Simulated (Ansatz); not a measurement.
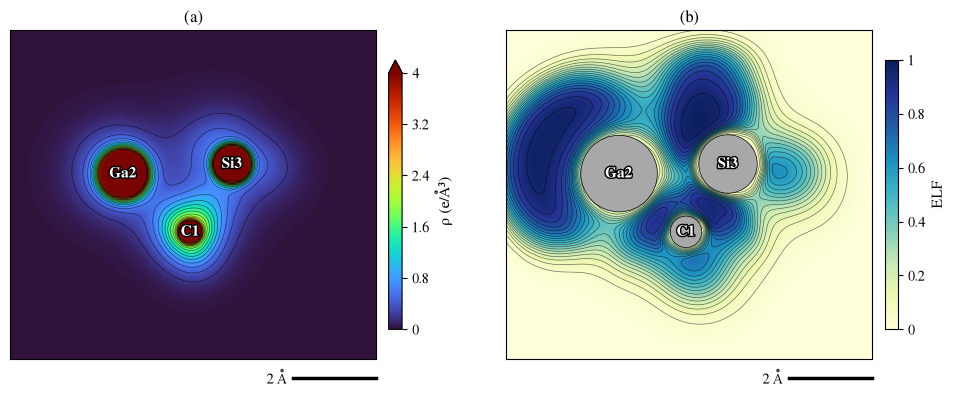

Figure 1: CH₄GaSi (charge −1). (a) total electron density; (b) electron localisation function on the plane of atoms C1, Ga2 and Si3. Grey discs cover the atomic cores in the ELF map.

Geometry: B3LYP-D3(BJ)/def2-SVPD.

Level of theory: isolated molecule in a Gaussian basis; Kohn-Sham density functional theory, functional PBE0 in Ansatz.

```tsv
atom	x (Å)	y (Å)	z (Å)
C	2.1273	-1.7379	-2.0572
Ga	0.8297	-0.4339	-3.1215
Si	1.3759	-0.7803	-0.5827
H	3.1469	-1.3951	-2.3196
H	2.0866	-2.8362	-2.1215
H	0.5135	-1.7816	0.1712
H	2.4455	-0.4330	0.4461
```

Q: Describe what can be read from this map.

A: The plane passes through C, Ga and Si nuclei.
C–Si (1.91 Å): ρ at the midpoint is about 0.85 e/Å³; the ELF peaks at about 0.90 between the atoms, as expected for localised, covalent bonding.
C–Ga (2.13 Å): the density is about 0.57 e/Å³ at the midpoint; the ELF peaks at about 0.85 in the valence shell of C, 0.7 Å from its nucleus, and is about 0.50 at the midpoint.
Ga–Si (2.62 Å): ρ at the midpoint is about 0.32 e/Å³; the ELF peaks at about 0.65 in the valence shell of Si, 1.0 Å from its nucleus, and is about 0.45 at the midpoint.
